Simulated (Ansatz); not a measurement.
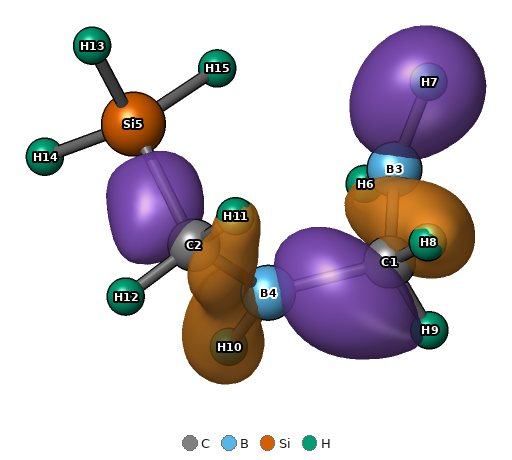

*C2H10B2Si (SMILES BCBC[SiH3]). The HOMO at ±0.15 Å⁻³ᐟ² (orange and purple are the two phases), seen at a tilt.*

Geometry: PBE0-D3(BJ)/def2-SVP.

Computed with Ansatz 0.2.0, isolated molecule in a Gaussian basis; Kohn-Sham density functional theory, functional PBE0.

```xyz
15

C    -0.1372   -0.3417   -2.1175
C    -1.2473   -0.0058    0.3533
B     1.3361   -0.7818   -1.8639
B    -0.5204    0.5596   -0.8945
Si    0.1862   -0.4509    1.5146
H     2.2150    0.0474   -1.7808
H     1.6369   -1.9493   -1.7546
H    -0.8207   -1.1825   -2.2978
H    -0.0800    0.3361   -2.9912
H    -0.1106    1.7024   -0.8650
H    -1.8231   -0.9275    0.1740
H    -1.8573    0.7297    0.9009
H    -0.2495   -1.4517    2.5344
H     0.7109    0.7653    2.2010
H     1.3121   -1.0590    0.7283
```

### What is the character of this orbital?

Its weight (Hirshfeld) is mainly on C1 (about 25 %), B3 (about 15 %), B4 (about 15 %), H7 (about 15 %) and C2 (about 10 %). Its energy is −8.57 eV.
